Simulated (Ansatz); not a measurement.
Cl2H4MgSi

Input file:

```
crystal:
  periodic: [false, false, false]
  atoms:
    - {symbol: Mg, position_ang: [-1.017338, -0.286141, -1.107584]}
    - {symbol: Cl, position_ang: [1.157071, -1.014321, -2.016447]}
    - {symbol: Cl, position_ang: [-2.970093, -0.366182, -2.080490]}
    - {symbol: H, position_ang: [0.987415, -0.451259, -0.710151]}
    - {symbol: Si, position_ang: [0.317622, 0.400350, 1.104676]}
    - {symbol: H, position_ang: [0.046997, 1.851547, 1.318312]}
    - {symbol: H, position_ang: [1.794080, 0.224253, 1.269123]}
    - {symbol: H, position_ang: [-0.315753, -0.358249, 2.222561]}
basis:
  gaussian: {orbitals: def2-TZVPP}
hamiltonian: {xc: pbe0, dispersion: d4}
output: {orbitals: {seedname: orbitals}}
```

Launched as:

```sh
ansatz run in.yaml --threads 4 --pin off --events-out ev --progress --plain --max-ram 9574MiB
```

A transition-state structure; geometry: PBE0-D4/def2-TZVP.

All numbers below come from RKS PBE0-D4/def2-TZVPP (Ansatz).

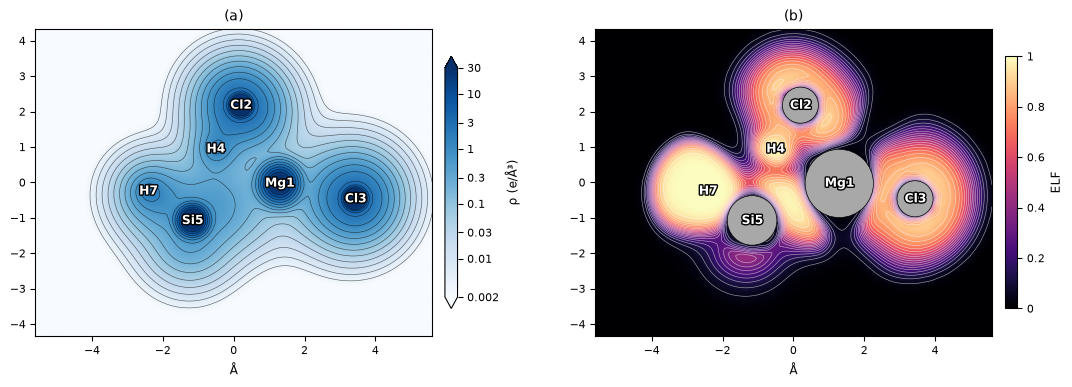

Figure 1. (a) total electron density; (b) electron localisation function on the plane of atoms Mg1, H4 and Cl2. Grey discs cover the atomic cores in the ELF map.

Q: What does the map show?

A:
- The plane passes through Mg, Cl, H and Si nuclei.
- Mg–Cl (2.18 Å): ρ at the midpoint is about 0.56 e/Å³; the ELF peaks at about 0.85 in the valence shell of Cl, 0.8 Å from its nucleus, and falls to about 0.05 next to Mg: an ionic contact with no shared pair.
- Mg–Si (2.67 Å): ρ is about 0.33 e/Å³ halfway; the ELF peaks at about 1 in the valence shell of Si, 1.2 Å from its nucleus, and is about 1 at the midpoint.
- Cl–H (1.43 Å): the density is about 1.6 e/Å³ at the midpoint; the ELF climbs to about 1 towards the hydrogen, as it does in any bond to H; a covalent bond by its length.
- Mg–Cl (2.47 Å): ρ at the midpoint is about 0.31 e/Å³; the ELF peaks at about 0.85 in the valence shell of Cl, 0.9 Å from its nucleus, and falls to about 0.05 next to Mg (a closed-shell, largely ionic contact).
- Si–H (1.50 Å): ρ is about 0.76 e/Å³ halfway; the ELF climbs to about 1 towards the hydrogen.

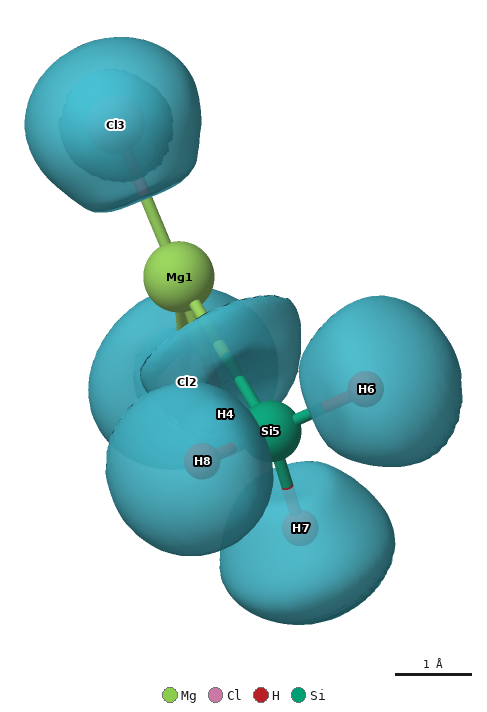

Figure 2. Isosurface of the electron localisation function at 0.8 (cyan), seen at an oblique angle. Core shells and regions of very low density are left out.

Q: Where are the electrons localised?

A: The ELF exceeds this value in three regions around hydrogen nuclei, one lobe of the valence shell of Si pointing towards Mg (polar bonds), one region wrapped around Cl (its valence shell) and one joined region spread over several atoms (Cl, H), in which their bonds and any lone pairs are merged.

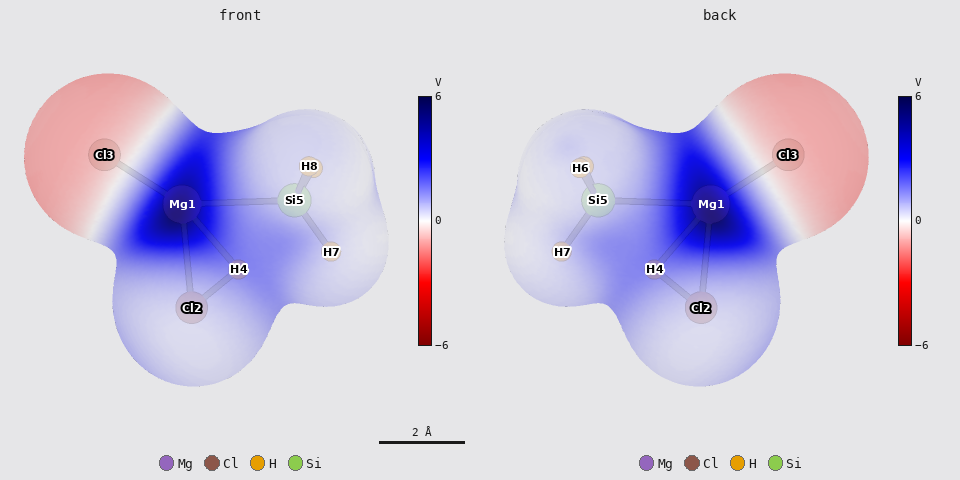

Figure 3. The molecular electrostatic potential painted on the density surface at 0.002 e/bohr³, seen from the front and from behind; the colour scale runs from red (negative) to blue (positive).

Q: Where is the surface potential most negative and most positive?

A: The most negative region (about −1.0 V, or −23 kcal/mol for a unit charge) lies over Cl3, the most positive (about +5.2 V, or +120 kcal/mol for a unit charge) over Mg1.
